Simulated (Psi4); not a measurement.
# SiHSF2 (SMILES F[SiH](F)[S]): UMN15/cc-pVTZ (sweep point 3)

What is the vertical ionisation energy of SiHSF2 at UMN15/cc-pVTZ (sweep point 3)? 

Program for the calculation: Psi4 1.11.

4 further runs of the same task are left out: 4 set aside as unsound or not needed.

### 1 The structure to begin with

SiHSF2: 5 atoms, total charge 0, spin state doublet. As SMILES, `F[SiH](F)[S]`. The shape is that of a PBE0-D4/def2-TZVP optimisation.

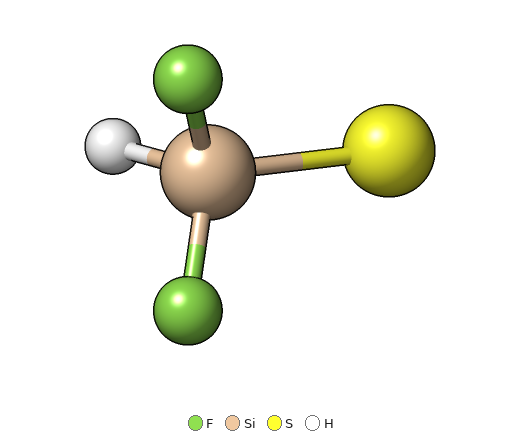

Viewed from a chosen angle; fluorine green, silicon light orange, sulfur yellow, hydrogen white.

### 2 The energy at UMN15/cc-pVTZ (sweep point 3)

run.py reads:

```python
import psi4

psi4.set_memory('1600 MB')
psi4.set_num_threads(1)
psi4.set_output_file('f2hssi.out', False)

geom = psi4.geometry("""
0 2
F     -0.294700    -0.440200     1.515400
Si     0.087400     0.010000     0.046800
F      0.080600     1.592500     0.075600
S     -1.256200    -0.752800    -1.380300
H      1.432800    -0.483300    -0.298900
symmetry c1
""")

options = {'basis': 'cc-pVTZ', 'reference': 'uks', 'puream': True, 'scf_type': 'pk', 'dft_radial_points': 99, 'dft_spherical_points': 590, 'd_convergence': 0.0001, 'e_convergence': 0.0001, 'maxiter': 150}
psi4.set_options(options)

result = psi4.energy("mn15")
print('E =', round(result, 9))
```

On the command line:

```bash
$ python run.py
```

f2hssi.out:

```text
[...]
  Running in c1 symmetry.
[...]
  Nuclear repulsion =  219.048892368938851
[...]
  Multiplicity = 2
[...]
  Nalpha       = 25
  Nbeta        = 24
[...]
    Number of basis functions: 142
[...]
   @UKS iter   1:  -887.70283288476605   -4.65238e-01   4.21219e-03 DIIS/ADIIS
[...]
   @UKS iter   5:  -887.80561923507832   -9.93171e-05   2.86382e-05 DIIS
[...]
   @S^2 Observed:                7.530175278E-01
[...]
    Orbital Energies [Eh]
    ---------------------
    Alpha Occupied:
       1A    -87.904633     2A    -65.399040     3A    -24.302415
       4A    -24.302383     5A     -7.758717     6A     -5.962851
       7A     -5.949589     8A     -5.942550     9A     -5.251832
      10A     -3.779040    11A     -3.777990    12A     -3.776295
      13A     -1.260209    14A     -1.238423    15A     -0.782670
      16A     -0.627807    17A     -0.567659    18A     -0.552470
      19A     -0.539025    20A     -0.509158    21A     -0.494068
      22A     -0.469189    23A     -0.397386    24A     -0.366639
      25A     -0.345034
    Alpha Virtual:
[...]
  @UKS Final Energy:  -887.80561923507832
   => Energetics <=
    Nuclear Repulsion Energy =            219.0488923689388514
    One-Electron Energy =               -1666.5797567315103151
    Two-Electron Energy =                 598.3165494400925581
    DFT Exchange-Correlation Energy =     -38.5913043125993696
    Empirical Dispersion Energy =           0.0000000000000000
    VV10 Nonlocal Energy =                  0.0000000000000000
    Total Energy =                       -887.8056192350783249
[...]
 Multipole Moments:
 ------------------------------------------------------------------------------------
     Multipole            Electronic (a.u.)      Nuclear  (a.u.)        Total (a.u.)
 ------------------------------------------------------------------------------------
 L = 1.  Multiply by 2.5417464519 to convert [e a0] to [Debye]
 Dipole X            :         -0.9307375            1.1465921            0.2158546
 Dipole Y            :          1.3675064           -1.5814621           -0.2139557
 Dipole Z            :          1.6878449           -1.9339232           -0.2460783
 Magnitude           :                                                    0.3910560
[...]
```

On the terminal:

```text
E = -887.805619235
```

Wall time 45 s (1 thread of Intel Xeon Platinum 8488C (Sapphire Rapids), shared host); peak memory 1.3 GiB.

### 3 The singlet cation, same level

run.py reads:

```python
import psi4

psi4.set_memory('1600 MB')
psi4.set_num_threads(1)
psi4.core.set_output_file('psi4.out', False)

m = psi4.geometry("""
1 1
F     -0.294700    -0.440200     1.515400
Si     0.087400     0.010000     0.046800
F      0.080600     1.592500     0.075600
S     -1.256200    -0.752800    -1.380300
H      1.432800    -0.483300    -0.298900
symmetry c1
""")

psi4.set_options({
    'basis': 'cc-pVTZ',
    'puream': True,
    'scf_type': 'pk',
    'dft_radial_points': 99,
    'dft_spherical_points': 590,
    'd_convergence': 0.0001,
    'e_convergence': 0.0001,
})

e_tot, wfn = psi4.energy('mn15', return_wfn=True)
print('E =', round(e_tot, 9))
```

On the command line:

```bash
$ python run.py
```

psi4.out:

```text
[...]
  Running in c1 symmetry.
[...]
  Nuclear repulsion =  219.048892368938851
[...]
  Multiplicity = 1
[...]
  Nalpha       = 24
  Nbeta        = 24
[...]
    Number of basis functions: 142
[...]
   @RKS iter   1:  -887.24579443935693   -8.19912e-03   4.17363e-03 ADIIS/DIIS
[...]
   @RKS iter   7:  -887.36181772116379   -4.29027e-05   1.63780e-05 DIIS
[...]
    Orbital Energies [Eh]
    ---------------------
    Doubly Occupied:
       1A    -88.260927     2A    -65.640391     3A    -24.508698
       4A    -24.508607     5A     -8.108524     6A     -6.323835
       7A     -6.294666     8A     -6.287001     9A     -5.493154
      10A     -4.020818    11A     -4.018928    12A     -4.017465
      13A     -1.462667    14A     -1.440109    15A     -1.072911
      16A     -0.841544    17A     -0.766585    18A     -0.760256
      19A     -0.752101    20A     -0.709214    21A     -0.701619
      22A     -0.692802    23A     -0.648586    24A     -0.628809
[...]
  @RKS Final Energy:  -887.36181772116379
   => Energetics <=
    Nuclear Repulsion Energy =            219.0488923689388514
    One-Electron Energy =               -1653.9971518748798189
    Two-Electron Energy =                 585.9764245993721943
    DFT Exchange-Correlation Energy =     -38.3899828145949797
    Empirical Dispersion Energy =           0.0000000000000000
    VV10 Nonlocal Energy =                  0.0000000000000000
    Total Energy =                       -887.3618177211637885
[...]
 Multipole Moments:
 ------------------------------------------------------------------------------------
     Multipole            Electronic (a.u.)      Nuclear  (a.u.)        Total (a.u.)
 ------------------------------------------------------------------------------------
 L = 1.  Multiply by 2.5417464519 to convert [e a0] to [Debye]
 Dipole X            :         -1.3612924            1.1465921           -0.2147003
 Dipole Y            :          0.4774989           -1.5814621           -1.1039632
 Dipole Z            :          0.3192194           -1.9339232           -1.6147038
 Magnitude           :                                                    1.9677651
[...]
```

Standard output:

```text
E = -887.361817721
```

Run time: 43 s. Hardware: 1 thread of Intel Xeon Platinum 8488C (Sapphire Rapids), shared host; peak memory 1.3 GiB.

### 4 Results

Level: UMN15/cc-pVTZ (sweep point 3).

| quantity | value |
| --- | --- |
| doublet SiHSF2: total energy | -887.80562 Eh |
| doublet SiHSF2: dipole moment | 0.99 D |
| doublet SiHSF2: HOMO energy (highest over α and β) | -8.93 eV |
| doublet SiHSF2: LUMO energy (lowest over α and β) | -4.61 eV |
| doublet SiHSF2: ⟨S²⟩ | 0.753 |
| singlet cation: total energy | -887.36182 Eh |
| singlet cation: HOMO energy | -17.11 eV |
| singlet cation: LUMO energy | -13.96 eV |
| singlet cation: HOMO–LUMO gap | 3.15 eV |
| vertical ionisation energy (to the singlet cation) | 12.076 eV |

Removing an electron at fixed nuclei costs 12.08 eV (1165 kJ/mol). Only the singlet of the ionised species was computed; a triplet could lie lower.
